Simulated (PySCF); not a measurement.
# Si₄H₁₀: NMR shifts at several levels of theory, part 2 of 2

PySCF 2.14.0. Atoms count from 0.

### Step 5. NMR shieldings: PBE0/aug-cc-pVDZ

The job: settings as JSON, then the geometry in Å.

```
{"job": {"kind": "nmr", "xc": "PBE0", "basis": "aug-cc-pVDZ", "pop": true}, "charge": 0, "multiplicity": 1}
Si     2.949137    -0.166813     0.164599
Si     0.726529    -0.909117     0.222318
Si    -0.719523     0.879203    -0.242018
Si    -2.955952     0.181646    -0.157617
H      3.130929     0.923573     1.171623
H      3.254649     0.378699    -1.193794
H      3.904277    -1.276260     0.469660
H      0.515050    -1.989095    -0.793806
H      0.405313    -1.470654     1.573198
H     -0.402918     1.417363    -1.603825
H     -0.485009     1.973169     0.754142
H     -3.177583    -0.906167    -1.159264
H     -3.885359     1.314712    -0.455425
H     -3.260879    -0.351217     1.205869
```

Method: GIAO PBE0/aug-cc-pVDZ NMR shielding, non-relativistic, gas phase.

The program printed:

```text
coarse grid: 12696 points
cycle   1  E = -1163.4422233213  dE = -3.492e-01  |g| = 1.120e-01  |ddm| = 7.218e+00
cycle   2  E = -1163.4460369984  dE = -3.814e-03  |g| = 3.454e-02  |ddm| = 6.730e-01
cycle   3  E = -1163.4463870436  dE = -3.500e-04  |g| = 1.943e-02  |ddm| = 1.952e-01
cycle   4  E = -1163.4465486083  dE = -1.616e-04  |g| = 2.848e-03  |ddm| = 6.763e-02
cycle   5  E = -1163.4465518608  dE = -3.253e-06  |g| = 8.325e-04  |ddm| = 1.270e-02
final grid: 101424 points
cycle   6  E = -1163.4663051152  dE = -6.201e-06  |g| = 1.122e-03  |ddm| = 9.860e-02
cycle   7  E = -1163.4663053549  dE = -2.397e-07  |g| = 7.560e-04  |ddm| = 9.309e-03
cycle   8  E = -1163.4663055836  dE = -2.287e-07  |g| = 4.257e-05  |ddm| = 2.872e-03
cycle   9  E = -1163.4663055844  dE = -7.958e-10  |g| = 9.521e-06  |ddm| = 2.742e-04
converged SCF energy = -1163.4663055844

GIAO shielding tensors (ppm)
atom      isotropic    diamagn.    paramagn.     s11        s22        s33       span
  0 Si     513.194     891.999    -378.806    506.084    506.633    526.864     20.780
  1 Si     515.660     892.094    -376.434    509.189    516.152    521.639     12.450
  2 Si     515.462     892.028    -376.566    509.395    514.886    522.106     12.711
  3 Si     513.213     892.020    -378.807    506.214    506.515    526.909     20.695
  4 H       27.670      30.142      -2.473     24.355     25.947     32.707      8.352
  5 H       27.666      30.127      -2.462     24.372     25.909     32.717      8.345
  6 H       27.428      28.405      -0.977     24.058     24.876     33.350      9.291
  7 H       27.798      31.278      -3.480     24.211     26.036     33.148      8.937
  8 H       27.799      31.252      -3.453     24.177     26.077     33.144      8.967
  9 H       27.796      31.214      -3.418     24.167     26.113     33.108      8.941
 10 H       27.797      31.197      -3.400     24.134     26.146     33.112      8.978
 11 H       27.667      30.178      -2.511     24.377     25.891     32.732      8.355
 12 H       27.432      28.464      -1.032     24.063     24.901     33.331      9.268
 13 H       27.667      30.184      -2.518     24.377     25.891     32.731      8.354
```

Wall time 23 s (1 thread, shared host).

Key values: δ Si0 -96.5, Si1 -98.8, H4 3.81, H7 3.60 ppm (means over like atoms).

### Step 6. Shielding tensors: PBE0/IGLO-III

Settings changed since step 5:

```diff
@@ -1,2 +1,2 @@
-{"job": {"kind": "nmr", "xc": "PBE0", "basis": "aug-cc-pVDZ", "pop": true}, "charge": 0, "multiplicity": 1}
+{"job": {"kind": "nmr", "xc": "PBE0", "basis": "IGLO-III", "pop": true}, "charge": 0, "multiplicity": 1}
 Si     2.949137    -0.166813     0.164599
```

Level: GIAO PBE0/IGLO-III NMR shielding, non-relativistic, gas phase.

The program printed:

```text
coarse grid: 12696 points
cycle   1  E = -1163.4842652657  dE = -4.644e-01  |g| = 2.461e-01  |ddm| = 2.582e+00
cycle   2  E = -1163.4893415264  dE = -5.076e-03  |g| = 1.008e-01  |ddm| = 1.713e-01
cycle   3  E = -1163.4901146345  dE = -7.731e-04  |g| = 2.049e-02  |ddm| = 6.526e-02
cycle   4  E = -1163.4902088554  dE = -9.422e-05  |g| = 8.117e-03  |ddm| = 2.804e-02
cycle   5  E = -1163.4902329929  dE = -2.414e-05  |g| = 1.155e-03  |ddm| = 9.367e-03
cycle   6  E = -1163.4902333509  dE = -3.579e-07  |g| = 2.347e-04  |ddm| = 1.263e-03
final grid: 101424 points
cycle   7  E = -1163.5064387540  dE = -5.842e-05  |g| = 2.479e-03  |ddm| = 1.868e-02
cycle   8  E = -1163.5064389711  dE = -2.171e-07  |g| = 8.850e-04  |ddm| = 1.569e-03
cycle   9  E = -1163.5064390214  dE = -5.029e-08  |g| = 2.110e-04  |ddm| = 4.884e-04
cycle  10  E = -1163.5064390289  dE = -7.526e-09  |g| = 9.186e-05  |ddm| = 2.336e-04
cycle  11  E = -1163.5064390314  dE = -2.451e-09  |g| = 5.766e-06  |ddm| = 8.469e-05
cycle  12  E = -1163.5064390314  dE = -1.091e-11  |g| = 1.741e-06  |ddm| = 7.976e-06
converged SCF energy = -1163.5064390314

GIAO shielding tensors (ppm)
atom      isotropic    diamagn.    paramagn.     s11        s22        s33       span
  0 Si     449.410     887.229    -437.820    442.456    446.647    459.125     16.668
  1 Si     459.384     889.574    -430.190    451.327    460.467    466.358     15.031
  2 Si     459.191     889.513    -430.322    451.839    461.084    464.649     12.809
  3 Si     449.538     887.337    -437.799    443.015    446.573    459.027     16.012
  4 H       27.613      29.068      -1.455     24.505     26.011     32.322      7.817
  5 H       27.609      29.050      -1.441     24.520     25.976     32.332      7.811
  6 H       27.404      28.272      -0.868     24.234     25.017     32.960      8.726
  7 H       27.728      30.433      -2.705     24.328     26.095     32.760      8.431
  8 H       27.730      30.450      -2.720     24.300     26.134     32.757      8.457
  9 H       27.724      30.455      -2.731     24.288     26.166     32.718      8.430
 10 H       27.727      30.468      -2.741     24.260     26.198     32.724      8.464
 11 H       27.611      29.042      -1.431     24.525     25.960     32.348      7.823
 12 H       27.407      28.270      -0.863     24.238     25.040     32.941      8.703
 13 H       27.611      29.052      -1.441     24.526     25.960     32.347      7.821
```

Wall time 39 s (1 thread, shared host).

This run: δ Si0 -104.1, Si1 -113.9, H4 3.83, H7 3.65 ppm (means over like atoms).

### Step 7. Shielding tensors: PBE0/pcSseg-0

Settings changed since step 6:

```diff
@@ -1,2 +1,2 @@
-{"job": {"kind": "nmr", "xc": "PBE0", "basis": "IGLO-III", "pop": true}, "charge": 0, "multiplicity": 1}
+{"job": {"kind": "nmr", "xc": "PBE0", "basis": "pcSseg-0", "pop": true}, "charge": 0, "multiplicity": 1}
 Si     2.949137    -0.166813     0.164599
```

Level: GIAO PBE0/pcSseg-0 NMR shielding, non-relativistic, gas phase.

The program printed:

```text
coarse grid: 12696 points
cycle   1  E = -1161.9164000334  dE = -4.385e-01  |g| = 1.634e-01  |ddm| = 3.290e+00
cycle   2  E = -1161.9205162082  dE = -4.116e-03  |g| = 9.928e-02  |ddm| = 3.359e-01
cycle   3  E = -1161.9237224823  dE = -3.206e-03  |g| = 1.088e-02  |ddm| = 1.790e-01
cycle   4  E = -1161.9237698267  dE = -4.734e-05  |g| = 3.234e-03  |ddm| = 2.717e-02
cycle   5  E = -1161.9237738415  dE = -4.015e-06  |g| = 4.858e-04  |ddm| = 6.726e-03
final grid: 101424 points
cycle   6  E = -1162.0678279145  dE = -4.882e-06  |g| = 7.269e-04  |ddm| = 1.374e-02
cycle   7  E = -1162.0678280099  dE = -9.545e-08  |g| = 4.645e-04  |ddm| = 2.234e-03
cycle   8  E = -1162.0678280801  dE = -7.021e-08  |g| = 2.832e-05  |ddm| = 7.697e-04
cycle   9  E = -1162.0678280805  dE = -3.124e-10  |g| = 1.021e-05  |ddm| = 8.398e-05
converged SCF energy = -1162.0678280805

GIAO shielding tensors (ppm)
atom      isotropic    diamagn.    paramagn.     s11        s22        s33       span
  0 Si     502.855     880.176    -377.322    488.306    495.579    524.679     36.372
  1 Si     521.656     882.119    -360.463    510.864    513.560    540.544     29.681
  2 Si     521.519     882.142    -360.622    509.532    514.282    540.744     31.213
  3 Si     503.094     880.156    -377.063    489.044    495.683    524.554     35.510
  4 H       29.571      29.145       0.426     25.665     27.957     35.092      9.426
  5 H       29.566      29.147       0.419     25.683     27.910     35.106      9.422
  6 H       29.459      29.024       0.436     25.499     26.821     36.058     10.559
  7 H       29.890      30.472      -0.582     25.334     28.414     35.922     10.588
  8 H       29.899      30.471      -0.571     25.321     28.457     35.920     10.598
  9 H       29.889      30.493      -0.604     25.299     28.480     35.888     10.589
 10 H       29.901      30.484      -0.583     25.293     28.522     35.887     10.594
 11 H       29.571      29.127       0.444     25.684     27.909     35.122      9.438
 12 H       29.461      29.003       0.457     25.497     26.844     36.040     10.543
 13 H       29.570      29.121       0.448     25.683     27.908     35.117      9.434
```

It took 5.2 s on 1 thread, shared host.

This run: δ Si0 -154.5, Si1 -173.1, H4 3.30, H7 2.94 ppm (means over like atoms).

### Step 8. Nuclear shieldings: PBE0/pcSseg-2

Settings changed since step 7:

```diff
@@ -1,2 +1,2 @@
-{"job": {"kind": "nmr", "xc": "PBE0", "basis": "pcSseg-0", "pop": true}, "charge": 0, "multiplicity": 1}
+{"job": {"kind": "nmr", "xc": "PBE0", "basis": "pcSseg-2", "pop": true}, "charge": 0, "multiplicity": 1}
 Si     2.949137    -0.166813     0.164599
```

Method: GIAO PBE0/pcSseg-2 NMR shielding, non-relativistic, gas phase.

The program printed:

```text
coarse grid: 12696 points
cycle   1  E = -1163.5101926084  dE = -4.185e-01  |g| = 1.818e-01  |ddm| = 2.652e+00
cycle   2  E = -1163.5149044197  dE = -4.712e-03  |g| = 7.893e-02  |ddm| = 1.817e-01
cycle   3  E = -1163.5154891457  dE = -5.847e-04  |g| = 1.649e-02  |ddm| = 6.339e-02
cycle   4  E = -1163.5155572528  dE = -6.811e-05  |g| = 7.279e-03  |ddm| = 2.638e-02
cycle   5  E = -1163.5155767920  dE = -1.954e-05  |g| = 9.325e-04  |ddm| = 9.479e-03
cycle   6  E = -1163.5155770339  dE = -2.420e-07  |g| = 1.629e-04  |ddm| = 1.160e-03
final grid: 101424 points
cycle   7  E = -1163.5310052391  dE = -3.755e-05  |g| = 2.306e-03  |ddm| = 1.989e-02
cycle   8  E = -1163.5310054438  dE = -2.047e-07  |g| = 9.101e-04  |ddm| = 1.923e-03
cycle   9  E = -1163.5310055184  dE = -7.454e-08  |g| = 2.349e-04  |ddm| = 7.534e-04
cycle  10  E = -1163.5310055337  dE = -1.534e-08  |g| = 5.936e-05  |ddm| = 3.254e-04
cycle  11  E = -1163.5310055349  dE = -1.196e-09  |g| = 7.331e-06  |ddm| = 7.267e-05
cycle  12  E = -1163.5310055349  dE = -1.296e-11  |g| = 1.286e-06  |ddm| = 8.739e-06
converged SCF energy = -1163.5310055349

GIAO shielding tensors (ppm)
atom      isotropic    diamagn.    paramagn.     s11        s22        s33       span
  0 Si     447.162     879.488    -432.326    441.189    444.215    456.082     14.894
  1 Si     459.351     882.044    -422.694    451.035    460.100    466.918     15.883
  2 Si     459.164     882.088    -422.924    451.535    460.763    465.195     13.660
  3 Si     447.265     879.472    -432.207    441.697    444.150    455.948     14.250
  4 H       27.604      29.050      -1.446     24.394     26.022     32.395      8.000
  5 H       27.601      29.022      -1.421     24.408     25.987     32.406      7.998
  6 H       27.414      27.932      -0.517     24.025     25.147     33.070      9.045
  7 H       27.733      30.219      -2.486     24.185     26.095     32.920      8.736
  8 H       27.737      30.246      -2.509     24.163     26.129     32.919      8.756
  9 H       27.731      30.275      -2.544     24.147     26.165     32.880      8.733
 10 H       27.735      30.295      -2.560     24.126     26.194     32.886      8.761
 11 H       27.603      29.003      -1.400     24.413     25.975     32.422      8.009
 12 H       27.416      27.941      -0.525     24.030     25.168     33.050      9.021
 13 H       27.602      29.016      -1.414     24.413     25.974     32.419      8.007
```

It took 50 s on 1 thread, shared host.

In short: δ Si0 -105.9, Si1 -118.0, H4 3.71, H7 3.51 ppm (means over like atoms).

### Step 9. Comparing the runs: NMR shifts

Shifts (ppm), means over like atoms, with basis size and wall time:

```csv
run,H4,H7,Si0,Si1,functions,time
PBE0/cc-pVDZ,3.66,3.44,-87.6,-95.9,122,11 s
PBE0/cc-pVTZ,3.74,3.53,-101.2,-114.4,276,42 s
PBE0/aug-cc-pVDZ,3.81,3.60,-96.5,-98.8,198,23 s
PBE0/IGLO-III,3.83,3.65,-104.1,-113.9,276,39 s
PBE0/pcSseg-0,3.30,2.94,-154.5,-173.1,72,5.2 s
PBE0/pcSseg-2,3.71,3.51,-105.9,-118.0,312,50 s
measured,–,–,-97.8,-111.1,–,–
```

Measured: C. Corminboeuf, T. Heine, J. Weber, Chem. Phys. Lett. 357 (2002) 1.

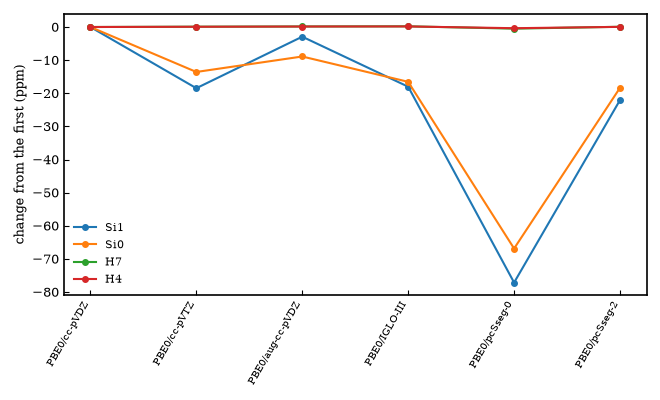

How the tabulated atoms move from run to run.

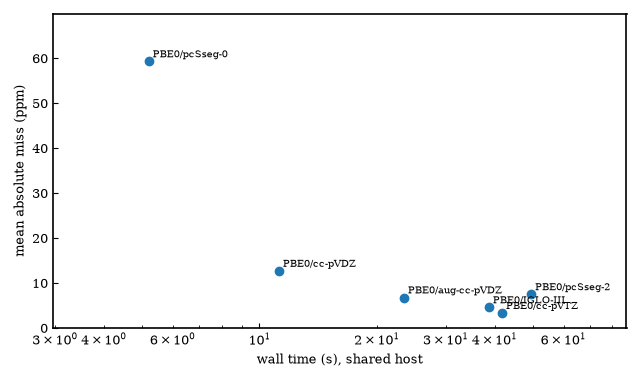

Cost against miss for the 2 measured 29Si shifts.

### Step 10. Results

This closing draws on all 2 parts.

```
                                                               quantity                                        value
                                                            point group                                          C2h
                                   rotational constants (main isotopes)                         7.36, 0.82, 0.77 GHz
  1H shifts against TMS (PBE0/cc-pVDZ, means over atoms taken as alike)                               3.66, 3.44 ppm
29Si shifts against TMS (PBE0/cc-pVDZ, means over atoms taken as alike)                             -87.6, -95.9 ppm
                               measured, and computed on the same scale  Si0 δ -97.8, -87.6; Si1 δ -111.1, -95.9 ppm
                                              range of the shift of Si1                          -173.1 to -95.9 ppm
```

What this shows: Single values in the summary come from the first run of each kind that ended normally (PBE0/cc-pVDZ), which need not be the best level. Over 11 steps the energy fell by 0.208 eV; of the close pairs, Si0–Si1 changed most, 2.314 to 2.344 Å. No frequency check was run at this level, so the end point may be a saddle. Against the measured 29Si shifts the unscaled results are off by 12.7 ppm on average (signed mean +12.7, 2 signals). Vibration, temperature and solvent are missing from the calculation, and it holds one conformer, so part of the miss against the measured shifts is not the functional's. Across the 6 runs the shift of Si1 (with its like atoms) moves most, between -173.1 (PBE0/pcSseg-0) and -95.9 ppm (PBE0/cc-pVDZ). Most of that comes from the computed reference, not from the atom's own shielding. For the 2 measured 29Si shifts, PBE0/cc-pVTZ misses least (3.3 ppm, 42 s) and PBE0/pcSseg-0 most (59.3 ppm, 5.2 s). One molecule ranks no method: errors cancel, and vibration and temperature are missing from all runs.
